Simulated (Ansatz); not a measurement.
**Geometry relaxation, with input and output: CH5Al2F (part 1 of 3)**

System: CH5Al2F.
Method: RKS PBE0-D4/def2-TZVP (Ansatz 0.2.0).

The geometry: PBE-D4/def2-SVP start. Figures and captions count atoms from 1; the log counts them from 0 in places.

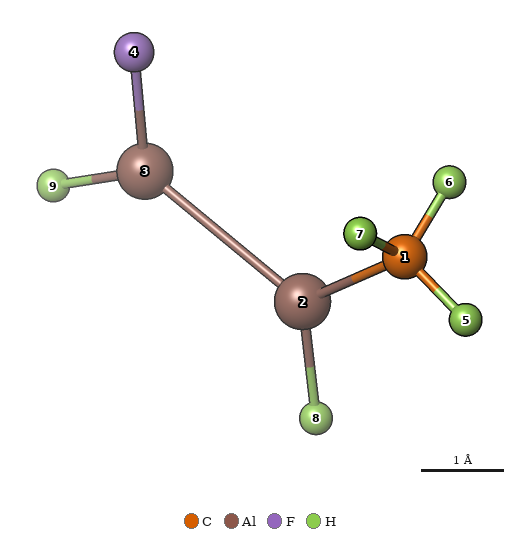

Fig. 1: The structure as given in the input (ball-and-stick view, seen at a tilt; atoms are numbered from 1 in the order of the input). Sticks mark near contacts. Bond lengths as drawn: Al–Al 2.61 Å, Al–C 1.97 Å, Al–F 1.69 Å, Al–H 1.61 Å and C–H 1.11 Å.

## Results in brief

| quantity | value |
| --- | --- |
| outcome | converged |
| total energy | −17022.7284 eV |
| mean-field energy | −17022.6127 eV |
| dispersion energy | −0.1157 eV |
| SCF solution under orbital rotations | stable |
| largest force (length of the vector) at the end | 0.004 eV/Å |
| dipole moment | 1.99 D |
| hardware | 2 threads of Arm Neoverse V1, 23 GiB of memory available, shared host |
| wall time | 5.3 min (CPU time 10 min) |
| peak memory | 0.42 GiB |

## The input
```yaml
crystal:
  periodic: [false, false, false]
  atoms:
    - {symbol: C, position_ang: [-0.115465, 0.843406, -1.526021]}
    - {symbol: Al, position_ang: [-0.474115, -0.687182, -0.336566]}
    - {symbol: Al, position_ang: [0.447682, -0.680041, 2.109096]}
    - {symbol: F, position_ang: [1.386239, 0.651142, 2.568187]}
    - {symbol: H, position_ang: [-0.505924, 0.712866, -2.555376]}
    - {symbol: H, position_ang: [-0.565358, 1.769341, -1.103231]}
    - {symbol: H, position_ang: [0.975910, 1.047329, -1.590132]}
    - {symbol: H, position_ang: [-1.334568, -1.941698, -0.869610]}
    - {symbol: H, position_ang: [0.273900, -1.761462, 3.286553]}
basis:
  gaussian: {orbitals: def2-TZVP}
hamiltonian: {xc: pbe0, dispersion: d4}
relax: {f_tol: 0.005, max_steps: 150}
```

Launch command:
```bash
ansatz run in.yaml --threads 2 --pin off --events-out ev --progress --plain --max-ram 4352MiB
```

## Log
```
Functional definition: PBE0
  name "PBE0"
  cite "Adamo & Barone, J. Chem. Phys. 110, 6158 (1999) doi:10.1063/1.478522"
  cite "Perdew, Burke & Ernzerhof, Phys. Rev. Lett. 77, 3865 (1996) doi:10.1103/PhysRevLett.77.3865"
  parent pbe
  parameter a = 0.25
  parameter kappa = 0.804
  parameter beta = 0.06672455060314922
  exchange = (1 - a)*pbe_x(kappa = kappa, mu = beta*pi^2/3) + a*exact_x
  correlation = pbe_c(beta = beta)
1114 factors; their error is unknown
mean field evaluation 1: about -17014.3104 eV, gradient 6.3e1 eV
mean field evaluation 2: about -17003.0419 eV, gradient 9.8e1 eV
mean field evaluation 4: about -17022.4577 eV, gradient 5.7e0 eV
mean field evaluation 8: about -17022.5254 eV, gradient 3.0e-2 eV
mean field evaluation 16: about -17022.5566 eV, gradient 3.9e-5 eV
mean field -17022.55662148 eV, -625.5674175361 hartree, gradient 3.9e-5 eV, S^2 0.000000; 0 other end points of the search recorded, 0 dependent functions left out
the calculation of the forces begins
reference -17022.55665957 eV, -625.5674189359 hartree; 23, 23 occupied and 143, 143 virtual orbitals, 1114 factors
relax step   1: F+E_penalty+E_count = -17022.67354474 eV  Δ(F+E_penalty+E_count) = +0.000e0 eV  max|allowed force component| = 5.980e-1 eV/Å  Δτ_max = 0.0000 Å  (26 SCF iters, accepted)
these checks for a lower state are left out or cut short: starts, cluster_reference, orbital_swaps, neighbouring_geometries, increment
1114 factors; their error is unknown
mean field -17022.58007740 eV, -625.5682795251 hartree, gradient 2.4e-5 eV, S^2 0.000000; 0 other end points of the search recorded, 0 dependent functions left out
the calculation of the forces begins
reference -17022.58011532 eV, -625.5682809190 hartree; 23, 23 occupied and 143, 143 virtual orbitals, 1114 factors
relax step   2: F+E_penalty+E_count = -17022.69750735 eV  Δ(F+E_penalty+E_count) = -2.396e-2 eV  max|allowed force component| = 4.198e-1 eV/Å  Δτ_max = 0.0487 Å  (29 SCF iters, accepted)
[... from here on the SCF iterations and repeated set-up lines of each step are left out, up to the last step ...]
relax step   3: F+E_penalty+E_count = -17022.70321815 eV  Δ(F+E_penalty+E_count) = -5.711e-3 eV  max|allowed force component| = 1.492e-1 eV/Å  Δτ_max = 0.0347 Å  (29 SCF iters, accepted)
relax step   4: F+E_penalty+E_count = -17022.70498873 eV  Δ(F+E_penalty+E_count) = -1.771e-3 eV  max|allowed force component| = 7.181e-2 eV/Å  Δτ_max = 0.0138 Å  (29 SCF iters, accepted)
relax step   5: F+E_penalty+E_count = -17022.70512410 eV  Δ(F+E_penalty+E_count) = -1.354e-4 eV  max|allowed force component| = 1.858e-2 eV/Å  Δτ_max = 0.0089 Å  (30 SCF iters, accepted)
relax step   6: F+E_penalty+E_count = -17022.70520009 eV  Δ(F+E_penalty+E_count) = -7.599e-5 eV  max|allowed force component| = 1.673e-2 eV/Å  Δτ_max = 0.0155 Å  (29 SCF iters, accepted)
relax step   7: F+E_penalty+E_count = -17022.70527321 eV  Δ(F+E_penalty+E_count) = -7.312e-5 eV  max|allowed force component| = 2.004e-3 eV/Å  Δτ_max = 0.0125 Å  (29 SCF iters, accepted)
relax step   8: F+E_penalty+E_count = -17022.70539333 eV  Δ(F+E_penalty+E_count) = -1.201e-4 eV  max|allowed force component| = 1.566e-2 eV/Å  Δτ_max = 0.0403 Å  (29 SCF iters, accepted)
relax step   9: F+E_penalty+E_count = -17022.70495718 eV  Δ(F+E_penalty+E_count) = +4.362e-4 eV  max|allowed force component| = 1.295e-1 eV/Å  Δτ_max = 0.1027 Å  (29 SCF iters, rejected (line search))
relax step  10: F+E_penalty+E_count = -17022.70535227 eV  Δ(F+E_penalty+E_count) = +4.106e-5 eV  max|allowed force component| = 2.630e-2 eV/Å  Δτ_max = 0.0184 Å  (29 SCF iters, rejected (line search))
relax step  11: F+E_penalty+E_count = -17022.70548011 eV  Δ(F+E_penalty+E_count) = -8.679e-5 eV  max|allowed force component| = 7.870e-3 eV/Å  Δτ_max = 0.0088 Å  (30 SCF iters, accepted)
relax step  12: F+E_penalty+E_count = -17022.70574846 eV  Δ(F+E_penalty+E_count) = -2.683e-4 eV  max|allowed force component| = 4.024e-2 eV/Å  Δτ_max = 0.0662 Å  (29 SCF iters, accepted)
relax step  13: F+E_penalty+E_count = -17022.70587083 eV  Δ(F+E_penalty+E_count) = -1.224e-4 eV  max|allowed force component| = 8.153e-2 eV/Å  Δτ_max = 0.0542 Å  (29 SCF iters, accepted)
relax step  14: F+E_penalty+E_count = -17022.70615006 eV  Δ(F+E_penalty+E_count) = -2.792e-4 eV  max|allowed force component| = 6.555e-2 eV/Å  Δτ_max = 0.0100 Å  (29 SCF iters, accepted)
relax step  15: F+E_penalty+E_count = -17022.70701818 eV  Δ(F+E_penalty+E_count) = -8.681e-4 eV  max|allowed force component| = 5.715e-2 eV/Å  Δτ_max = 0.0811 Å  (29 SCF iters, accepted)
relax step  16: F+E_penalty+E_count = -17022.70557615 eV  Δ(F+E_penalty+E_count) = +1.442e-3 eV  max|allowed force component| = 2.265e-1 eV/Å  Δτ_max = 0.1976 Å  (29 SCF iters, rejected (line search))
relax step  17: F+E_penalty+E_count = -17022.69444670 eV  Δ(F+E_penalty+E_count) = +1.257e-2 eV  max|allowed force component| = 2.651e-1 eV/Å  Δτ_max = 0.0423 Å  (30 SCF iters, rejected (line search))
relax step  18: F+E_penalty+E_count = -17022.70743359 eV  Δ(F+E_penalty+E_count) = -4.154e-4 eV  max|allowed force component| = 1.391e-2 eV/Å  Δτ_max = 0.0208 Å  (29 SCF iters, accepted)
relax step  19: F+E_penalty+E_count = -17022.70857579 eV  Δ(F+E_penalty+E_count) = -1.142e-3 eV  max|allowed force component| = 5.036e-2 eV/Å  Δτ_max = 0.0981 Å  (29 SCF iters, accepted)
relax step  20: F+E_penalty+E_count = -17022.70898047 eV  Δ(F+E_penalty+E_count) = -4.047e-4 eV  max|allowed force component| = 1.421e-1 eV/Å  Δτ_max = 0.1431 Å  (29 SCF iters, accepted)
relax step  21: F+E_penalty+E_count = -17022.71077546 eV  Δ(F+E_penalty+E_count) = -1.795e-3 eV  max|allowed force component| = 1.050e-1 eV/Å  Δτ_max = 0.0290 Å  (28 SCF iters, accepted)
relax step  22: F+E_penalty+E_count = -17022.71140374 eV  Δ(F+E_penalty+E_count) = -6.283e-4 eV  max|allowed force component| = 7.058e-2 eV/Å  Δτ_max = 0.0288 Å  (28 SCF iters, accepted)
relax step  23: F+E_penalty+E_count = -17022.71248927 eV  Δ(F+E_penalty+E_count) = -1.086e-3 eV  max|allowed force component| = 1.575e-1 eV/Å  Δτ_max = 0.1999 Å  (29 SCF iters, accepted)
relax step  24: F+E_penalty+E_count = -17022.67567974 eV  Δ(F+E_penalty+E_count) = +3.681e-2 eV  max|allowed force component| = 8.581e-1 eV/Å  Δτ_max = 0.1956 Å  (34 SCF iters, rejected (line search))
relax step  25: F+E_penalty+E_count = -17022.71712384 eV  Δ(F+E_penalty+E_count) = -4.635e-3 eV  max|allowed force component| = 5.856e-2 eV/Å  Δτ_max = 0.0949 Å  (29 SCF iters, accepted)
relax step  26: F+E_penalty+E_count = -17022.71759822 eV  Δ(F+E_penalty+E_count) = -4.744e-4 eV  max|allowed force component| = 9.959e-2 eV/Å  Δτ_max = 0.0699 Å  (29 SCF iters, accepted)
relax step  27: F+E_penalty+E_count = -17022.71964640 eV  Δ(F+E_penalty+E_count) = -2.048e-3 eV  max|allowed force component| = 2.274e-1 eV/Å  Δτ_max = 0.1300 Å  (29 SCF iters, accepted)
relax step  28: F+E_penalty+E_count = -17022.72101204 eV  Δ(F+E_penalty+E_count) = -1.366e-3 eV  max|allowed force component| = 1.446e-1 eV/Å  Δτ_max = 0.0248 Å  (29 SCF iters, accepted)
relax step  29: F+E_penalty+E_count = -17022.72280933 eV  Δ(F+E_penalty+E_count) = -1.797e-3 eV  max|allowed force component| = 1.272e-1 eV/Å  Δτ_max = 0.1205 Å  (29 SCF iters, accepted)
relax step  30: F+E_penalty+E_count = -17022.72391684 eV  Δ(F+E_penalty+E_count) = -1.108e-3 eV  max|allowed force component| = 1.319e-1 eV/Å  Δτ_max = 0.1096 Å  (29 SCF iters, accepted)
relax step  31: F+E_penalty+E_count = -17022.72374264 eV  Δ(F+E_penalty+E_count) = +1.742e-4 eV  max|allowed force component| = 1.420e-1 eV/Å  Δτ_max = 0.0891 Å  (29 SCF iters, rejected (line search))
relax step  32: F+E_penalty+E_count = -17022.72527493 eV  Δ(F+E_penalty+E_count) = -1.358e-3 eV  max|allowed force component| = 4.465e-2 eV/Å  Δτ_max = 0.0435 Å  (29 SCF iters, accepted)
relax step  33: F+E_penalty+E_count = -17022.72610004 eV  Δ(F+E_penalty+E_count) = -8.251e-4 eV  max|allowed force component| = 3.192e-2 eV/Å  Δτ_max = 0.0782 Å  (28 SCF iters, accepted)
relax step  34: F+E_penalty+E_count = -17022.72631050 eV  Δ(F+E_penalty+E_count) = -2.105e-4 eV  max|allowed force component| = 1.551e-1 eV/Å  Δτ_max = 0.1026 Å  (29 SCF iters, accepted)
relax step  35: F+E_penalty+E_count = -17022.72680683 eV  Δ(F+E_penalty+E_count) = -4.963e-4 eV  max|allowed force component| = 4.970e-2 eV/Å  Δτ_max = 0.0065 Å  (30 SCF iters, accepted)
relax step  36: F+E_penalty+E_count = -17022.72538226 eV  Δ(F+E_penalty+E_count) = +1.425e-3 eV  max|allowed force component| = 1.019e-1 eV/Å  Δτ_max = 0.0258 Å  (29 SCF iters, rejected (line search))
relax step  37: F+E_penalty+E_count = -17022.72695954 eV  Δ(F+E_penalty+E_count) = -1.527e-4 eV  max|allowed force component| = 8.844e-3 eV/Å  Δτ_max = 0.0124 Å  (29 SCF iters, accepted)
relax step  38: F+E_penalty+E_count = -17022.72711754 eV  Δ(F+E_penalty+E_count) = -1.580e-4 eV  max|allowed force component| = 1.386e-2 eV/Å  Δτ_max = 0.0426 Å  (29 SCF iters, accepted)
relax step  39: F+E_penalty+E_count = -17022.72720771 eV  Δ(F+E_penalty+E_count) = -9.017e-5 eV  max|allowed force component| = 4.139e-2 eV/Å  Δτ_max = 0.0571 Å  (28 SCF iters, accepted)
relax step  40: F+E_penalty+E_count = -17022.72726479 eV  Δ(F+E_penalty+E_count) = -5.708e-5 eV  max|allowed force component| = 1.697e-2 eV/Å  Δτ_max = 0.0024 Å  (22 SCF iters, accepted)
relax step  41: F+E_penalty+E_count = -17022.72730087 eV  Δ(F+E_penalty+E_count) = -3.608e-5 eV  max|allowed force component| = 7.375e-3 eV/Å  Δτ_max = 0.0077 Å  (29 SCF iters, accepted)
relax step  42: F+E_penalty+E_count = -17022.72733291 eV  Δ(F+E_penalty+E_count) = -3.204e-5 eV  max|allowed force component| = 6.611e-3 eV/Å  Δτ_max = 0.0245 Å  (29 SCF iters, accepted)
relax step  43: F+E_penalty+E_count = -17022.72734021 eV  Δ(F+E_penalty+E_count) = -7.298e-6 eV  max|allowed force component| = 9.715e-3 eV/Å  Δτ_max = 0.0254 Å  (28 SCF iters, accepted)
relax step  44: F+E_penalty+E_count = -17022.72733001 eV  Δ(F+E_penalty+E_count) = +1.020e-5 eV  max|allowed force component| = 1.775e-2 eV/Å  Δτ_max = 0.0292 Å  (28 SCF iters, rejected (line search))
relax step  45: F+E_penalty+E_count = -17022.72737955 eV  Δ(F+E_penalty+E_count) = -3.934e-5 eV  max|allowed force component| = 5.106e-3 eV/Å  Δτ_max = 0.0102 Å  (29 SCF iters, accepted)
relax step  46: F+E_penalty+E_count = -17022.72740170 eV  Δ(F+E_penalty+E_count) = -2.215e-5 eV  max|allowed force component| = 5.357e-3 eV/Å  Δτ_max = 0.0139 Å  (29 SCF iters, accepted)
relax step  47: F+E_penalty+E_count = -17022.72734509 eV  Δ(F+E_penalty+E_count) = +5.661e-5 eV  max|allowed force component| = 5.083e-2 eV/Å  Δτ_max = 0.0533 Å  (29 SCF iters, rejected (line search))
relax step  48: F+E_penalty+E_count = -17022.72743780 eV  Δ(F+E_penalty+E_count) = -3.610e-5 eV  max|allowed force component| = 1.736e-2 eV/Å  Δτ_max = 0.0260 Å  (29 SCF iters, accepted)
relax step  49: F+E_penalty+E_count = -17022.72745388 eV  Δ(F+E_penalty+E_count) = -1.609e-5 eV  max|allowed force component| = 4.684e-2 eV/Å  Δτ_max = 0.0634 Å  (29 SCF iters, accepted)
relax step  50: F+E_penalty+E_count = -17022.72753366 eV  Δ(F+E_penalty+E_count) = -7.978e-5 eV  max|allowed force component| = 2.670e-2 eV/Å  Δτ_max = 0.0242 Å  (28 SCF iters, accepted)
relax step  51: F+E_penalty+E_count = -17022.72725142 eV  Δ(F+E_penalty+E_count) = +2.822e-4 eV  max|allowed force component| = 4.970e-2 eV/Å  Δτ_max = 0.0109 Å  (29 SCF iters, rejected (line search))
relax step  52: F+E_penalty+E_count = -17022.72757057 eV  Δ(F+E_penalty+E_count) = -3.691e-5 eV  max|allowed force component| = 1.111e-2 eV/Å  Δτ_max = 0.0055 Å  (23 SCF iters, accepted)
relax step  53: F+E_penalty+E_count = -17022.72764064 eV  Δ(F+E_penalty+E_count) = -7.006e-5 eV  max|allowed force component| = 1.952e-2 eV/Å  Δτ_max = 0.0323 Å  (29 SCF iters, accepted)
relax step  54: F+E_penalty+E_count = -17022.72766798 eV  Δ(F+E_penalty+E_count) = -2.734e-5 eV  max|allowed force component| = 2.326e-2 eV/Å  Δτ_max = 0.0126 Å  (28 SCF iters, accepted)
relax step  55: F+E_penalty+E_count = -17022.72771965 eV  Δ(F+E_penalty+E_count) = -5.168e-5 eV  max|allowed force component| = 3.709e-2 eV/Å  Δτ_max = 0.0308 Å  (29 SCF iters, accepted)
relax step  56: F+E_penalty+E_count = -17022.72774805 eV  Δ(F+E_penalty+E_count) = -2.840e-5 eV  max|allowed force component| = 3.315e-2 eV/Å  Δτ_max = 0.0067 Å  (29 SCF iters, accepted)
relax step  57: F+E_penalty+E_count = -17022.72719802 eV  Δ(F+E_penalty+E_count) = +5.500e-4 eV  max|allowed force component| = 6.993e-2 eV/Å  Δτ_max = 0.0431 Å  (28 SCF iters, rejected (line search))
relax step  58: F+E_penalty+E_count = -17022.72783067 eV  Δ(F+E_penalty+E_count) = -8.262e-5 eV  max|allowed force component| = 1.038e-2 eV/Å  Δτ_max = 0.0210 Å  (28 SCF iters, accepted)
relax step  59: F+E_penalty+E_count = -17022.72789811 eV  Δ(F+E_penalty+E_count) = -6.744e-5 eV  max|allowed force component| = 1.563e-2 eV/Å  Δτ_max = 0.0347 Å  (28 SCF iters, accepted)
relax step  60: F+E_penalty+E_count = -17022.72793039 eV  Δ(F+E_penalty+E_count) = -3.228e-5 eV  max|allowed force component| = 1.680e-2 eV/Å  Δτ_max = 0.0218 Å  (28 SCF iters, accepted)
relax step  61: F+E_penalty+E_count = -17022.72797053 eV  Δ(F+E_penalty+E_count) = -4.014e-5 eV  max|allowed force component| = 1.136e-2 eV/Å  Δτ_max = 0.0188 Å  (28 SCF iters, accepted)
relax step  62: F+E_penalty+E_count = -17022.72797016 eV  Δ(F+E_penalty+E_count) = +3.711e-7 eV  max|allowed force component| = 3.653e-2 eV/Å  Δτ_max = 0.0385 Å  (27 SCF iters, rejected (line search))
relax step  63: F+E_penalty+E_count = -17022.72797984 eV  Δ(F+E_penalty+E_count) = -9.316e-6 eV  max|allowed force component| = 1.848e-2 eV/Å  Δτ_max = 0.0188 Å  (28 SCF iters, accepted)
relax step  64: F+E_penalty+E_count = -17022.72769703 eV  Δ(F+E_penalty+E_count) = +2.828e-4 eV  max|allowed force component| = 9.984e-2 eV/Å  Δτ_max = 0.0711 Å  (28 SCF iters, rejected (line search))
relax step  65: F+E_penalty+E_count = -17022.72801698 eV  Δ(F+E_penalty+E_count) = -3.714e-5 eV  max|allowed force component| = 1.259e-2 eV/Å  Δτ_max = 0.0094 Å  (29 SCF iters, accepted)
relax step  66: F+E_penalty+E_count = -17022.72806769 eV  Δ(F+E_penalty+E_count) = -5.071e-5 eV  max|allowed force component| = 3.488e-3 eV/Å  Δτ_max = 0.0077 Å  (29 SCF iters, accepted)
relax step  67: F+E_penalty+E_count = -17022.72809911 eV  Δ(F+E_penalty+E_count) = -3.142e-5 eV  max|allowed force component| = 1.038e-2 eV/Å  Δτ_max = 0.0185 Å  (28 SCF iters, accepted)
relax step  68: F+E_penalty+E_count = -17022.72810517 eV  Δ(F+E_penalty+E_count) = -6.059e-6 eV  max|allowed force component| = 3.603e-2 eV/Å  Δτ_max = 0.0282 Å  (28 SCF iters, accepted)
relax step  69: F+E_penalty+E_count = -17022.72813537 eV  Δ(F+E_penalty+E_count) = -3.020e-5 eV  max|allowed force component| = 2.026e-2 eV/Å  Δτ_max = 0.0042 Å  (22 SCF iters, accepted)
relax step  70: F+E_penalty+E_count = -17022.72816599 eV  Δ(F+E_penalty+E_count) = -3.063e-5 eV  max|allowed force component| = 6.653e-3 eV/Å  Δτ_max = 0.0087 Å  (29 SCF iters, accepted)
relax step  71: F+E_penalty+E_count = -17022.72820784 eV  Δ(F+E_penalty+E_count) = -4.184e-5 eV  max|allowed force component| = 8.018e-3 eV/Å  Δτ_max = 0.0242 Å  (27 SCF iters, accepted)
relax step  72: F+E_penalty+E_count = -17022.71938372 eV  Δ(F+E_penalty+E_count) = +8.824e-3 eV  max|allowed force component| = 4.532e-1 eV/Å  Δτ_max = 0.1704 Å  (29 SCF iters, rejected (line search))
relax step  73: F+E_penalty+E_count = -17022.72820345 eV  Δ(F+E_penalty+E_count) = +4.384e-6 eV  max|allowed force component| = 8.047e-3 eV/Å  Δτ_max = 0.0009 Å  (22 SCF iters, rejected (line search))
relax step  74: F+E_penalty+E_count = -17022.72821008 eV  Δ(F+E_penalty+E_count) = -2.248e-6 eV  max|allowed force component| = 5.330e-3 eV/Å  Δτ_max = 0.0004 Å  (21 SCF iters, accepted)
relax step  75: F+E_penalty+E_count = -17022.72821837 eV  Δ(F+E_penalty+E_count) = -8.289e-6 eV  max|allowed force component| = 4.323e-4 eV/Å  Δτ_max = 0.0048 Å  (22 SCF iters, accepted)
relax step  76: F+E_penalty+E_count = -17022.72824050 eV  Δ(F+E_penalty+E_count) = -2.212e-5 eV  max|allowed force component| = 1.761e-2 eV/Å  Δτ_max = 0.0326 Å  (27 SCF iters, accepted)
relax step  77: F+E_penalty+E_count = -17022.72824944 eV  Δ(F+E_penalty+E_count) = -8.944e-6 eV  max|allowed force component| = 1.389e-2 eV/Å  Δτ_max = 0.0059 Å  (29 SCF iters, accepted)
relax step  78: F+E_penalty+E_count = -17022.72826918 eV  Δ(F+E_penalty+E_count) = -1.975e-5 eV  max|allowed force component| = 6.896e-3 eV/Å  Δτ_max = 0.0021 Å  (22 SCF iters, accepted)
relax step  79: F+E_penalty+E_count = -17022.72828550 eV  Δ(F+E_penalty+E_count) = -1.632e-5 eV  max|allowed force component| = 9.579e-3 eV/Å  Δτ_max = 0.0164 Å  (28 SCF iters, accepted)
relax step  80: F+E_penalty+E_count = -17022.72829728 eV  Δ(F+E_penalty+E_count) = -1.178e-5 eV  max|allowed force component| = 1.134e-2 eV/Å  Δτ_max = 0.0151 Å  (28 SCF iters, accepted)
relax step  81: F+E_penalty+E_count = -17022.72830716 eV  Δ(F+E_penalty+E_count) = -9.884e-6 eV  max|allowed force component| = 1.205e-2 eV/Å  Δτ_max = 0.0117 Å  (28 SCF iters, accepted)
relax step  82: F+E_penalty+E_count = -17022.72831892 eV  Δ(F+E_penalty+E_count) = -1.175e-5 eV  max|allowed force component| = 1.084e-2 eV/Å  Δτ_max = 0.0127 Å  (28 SCF iters, accepted)
relax step  83: F+E_penalty+E_count = -17022.72832820 eV  Δ(F+E_penalty+E_count) = -9.286e-6 eV  max|allowed force component| = 1.058e-2 eV/Å  Δτ_max = 0.0128 Å  (28 SCF iters, accepted)
relax step  84: F+E_penalty+E_count = -17022.72833090 eV  Δ(F+E_penalty+E_count) = -2.697e-6 eV  max|allowed force component| = 1.699e-2 eV/Å  Δτ_max = 0.0168 Å  (28 SCF iters, accepted)
relax step  85: F+E_penalty+E_count = -17022.72811763 eV  Δ(F+E_penalty+E_count) = +2.133e-4 eV  max|allowed force component| = 5.961e-2 eV/Å  Δτ_max = 0.0435 Å  (28 SCF iters, rejected (line search))
relax step  86: F+E_penalty+E_count = -17022.72833420 eV  Δ(F+E_penalty+E_count) = -3.301e-6 eV  max|allowed force component| = 9.776e-3 eV/Å  Δτ_max = 0.0095 Å  (29 SCF iters, accepted)
these checks for a lower state are left out or cut short: starts, cluster_reference, orbital_swaps, neighbouring_geometries, increment
1114 factors; their error is unknown
mean field evaluation 608: about -17022.6126 eV, gradient 1.9e-5 eV
mean field -17022.61264403 eV, -625.5694763270 hartree, gradient 2.0e-5 eV, S^2 0.000000; 0 other end points of the search recorded, 0 dependent functions left out
the calculation of the forces begins
reference -17022.61268320 eV, -625.5694777664 hartree; 23, 23 occupied and 143, 143 virtual orbitals, 1114 factors
relax step  87: F+E_penalty+E_count = -17022.72834754 eV  Δ(F+E_penalty+E_count) = -1.334e-5 eV  max|allowed force component| = 3.386e-3 eV/Å  Δτ_max = 0.0015 Å  (22 SCF iters, accepted)
```

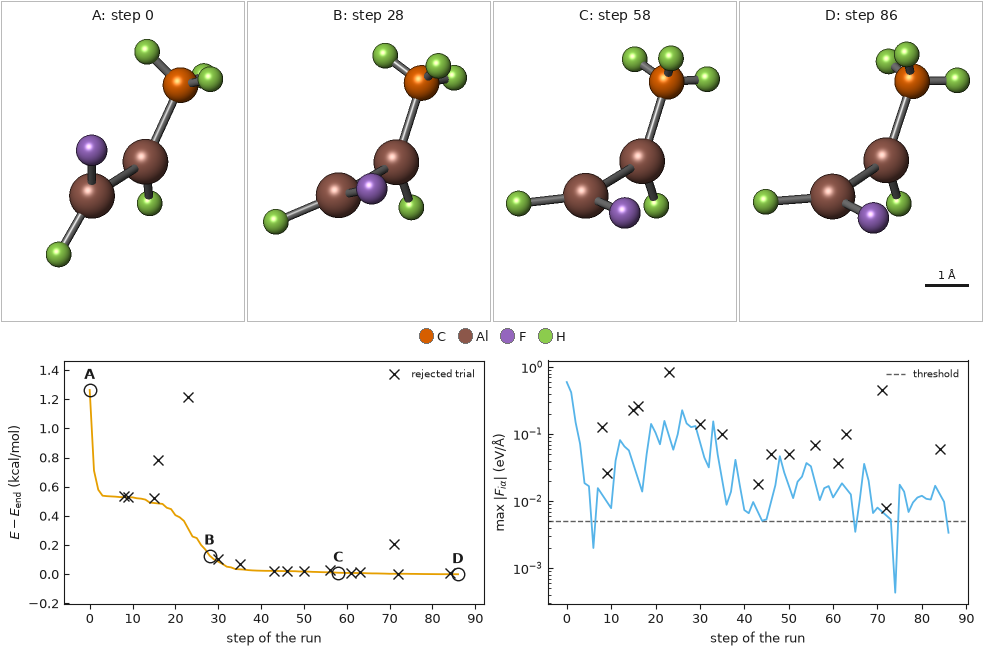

Fig. 2: Frames of the relaxation (ball-and-stick view, seen at a tilt) above the curves, on which the letters mark them (the first geometry is step 0 here and step 1 in the log).
